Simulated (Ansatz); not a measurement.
AsGeH₅···H₂

Input file:

```
crystal:
  periodic: [false, false, false]
  atoms:
    - {symbol: Ge, position_ang: [-0.209426, 1.207157, -0.080133]}
    - {symbol: H, position_ang: [-2.039295, -2.418615, -0.362138]}
    - {symbol: H, position_ang: [-1.356016, 0.628146, -0.923535]}
    - {symbol: H, position_ang: [-0.799609, 1.885293, 1.166893]}
    - {symbol: H, position_ang: [0.553114, 2.251661, -0.910428]}
    - {symbol: H, position_ang: [-1.474476, -2.453560, 0.125186]}
    - {symbol: As, position_ang: [1.203565, -0.623982, 0.649659]}
    - {symbol: H, position_ang: [2.319263, 0.321566, 1.073718]}
    - {symbol: H, position_ang: [1.802880, -0.797767, -0.739222]}
basis:
  gaussian: {orbitals: def2-TZVPP}
hamiltonian: {xc: pbe0, dispersion: d4}
output: {orbitals: {seedname: orbitals}}
```

Run with:

```sh
ansatz run in.yaml --threads 4 --pin off --events-out ev --progress --plain --max-ram 9574MiB
```

The product side of a reaction path; geometry: PBE0-D4/def2-TZVP.

Method: Ansatz 0.2.0, RKS PBE0-D4/def2-TZVPP.

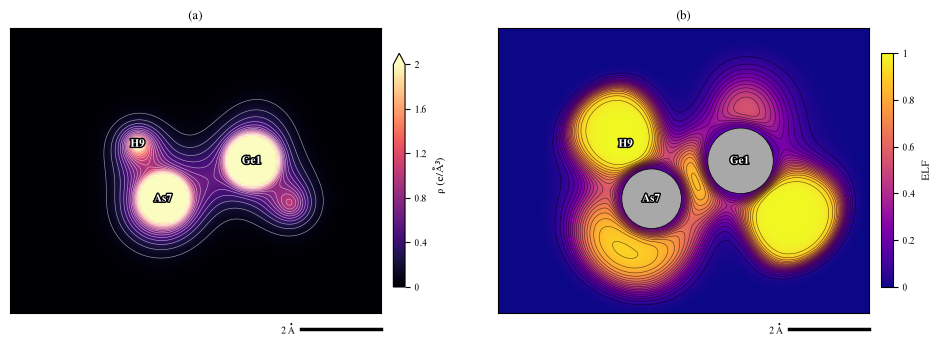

Figure 1. (a) total electron density; (b) electron localisation function on the plane of atoms Ge1, As7 and H9. Grey discs cover the atomic cores in the ELF map.

Interpret the plot.

Answer. The plane passes through Ge, As and H nuclei.
Ge–As (2.43 Å): the density is about 0.6 e/Å³ at the midpoint; the ELF peaks at about 0.85 between the atoms; a shared electron pair.
As–H (1.52 Å): ρ is about 1.1 e/Å³ halfway; the ELF climbs to about 1 towards the hydrogen, as it does in any bond to H.
The ELF also peaks beside As7, away from the bonds: lone-pair regions.

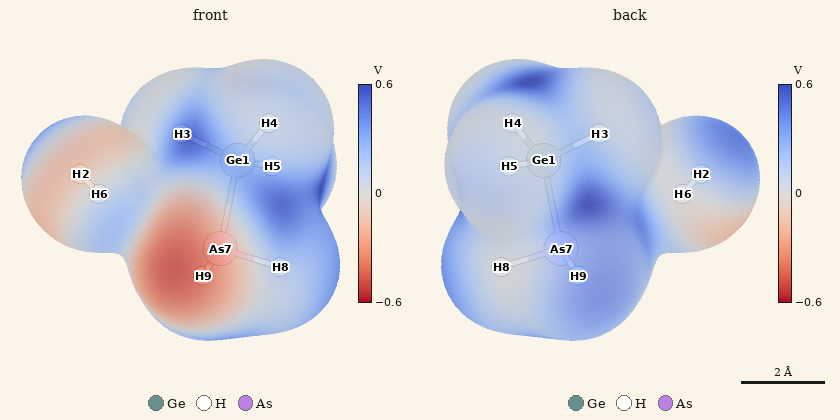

Figure 2. The molecular electrostatic potential painted on the density surface at 0.001 e/bohr³, seen from the front and from behind; the colour scale runs from red (negative) to blue (positive).

Which sites attract a positive test charge, and which a negative one?

Answer. A positive charge is drawn to the negative regions and a negative charge to the positive ones. The most negative region (about −0.4 V) lies over As7, the most positive (about +0.6 V) over Ge1.

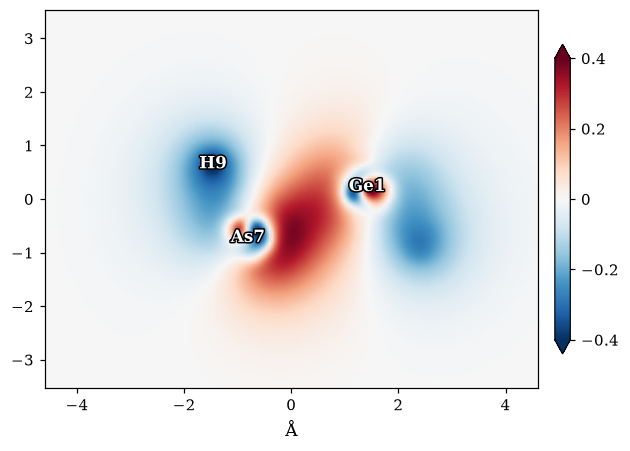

Figure 3. The HOMO−1 on the plane of atoms Ge1, As7 and H9 (values in Å⁻³ᐟ²; the overall sign is arbitrary).

What is the character of this orbital?

Answer. It lies mainly on As7 (about 40 %), Ge1 (about 25 %), H9 (about 10 %), H8 (about 10 %), H4 (about 5 %) and H3 (about 5 %). Its energy is −8.81 eV.
